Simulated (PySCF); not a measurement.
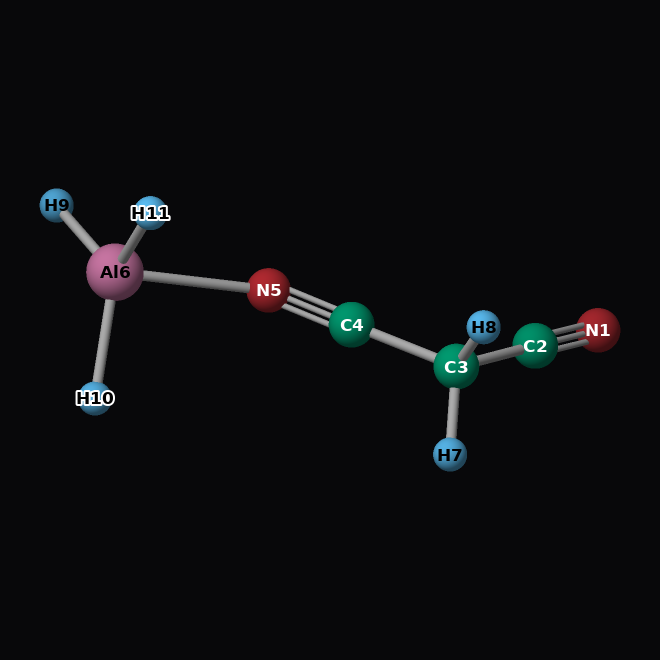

The geometry was computed by an optimisation with GFN2-xTB. No frequency run is at hand to confirm it as a minimum. Properties computed with delta-SCF UKS SCAN, pcX-2 on the ionised atom, pcseg-1 elsewhere, spin-free X2C (PySCF 2.14.0).

Give the core-electron binding energies (to vacuum; p and d levels without spin–orbit splitting) of N1 1s, C2 1s, C3 1s, C4 1s, N5 1s, Al6 1s, Al6 2p.

```json
{"atom": "N1", "level": "1s", "binding energy (eV)": "406.4"}
{"atom": "C2", "level": "1s", "binding energy (eV)": "293.6"}
{"atom": "C3", "level": "1s", "binding energy (eV)": "295.1"}
{"atom": "C4", "level": "1s", "binding energy (eV)": "294.0"}
{"atom": "N5", "level": "1s", "binding energy (eV)": "407.3"}
{"atom": "Al6", "level": "1s", "binding energy (eV)": "1565.6"}
{"atom": "Al6", "level": "2p", "binding energy (eV)": "79.3"}
```

The geometry is semi-empirical. Around Al such bond lengths and angles can be off by a tenth of an ångström or more and by several degrees, and values that hang on the shape move with them.
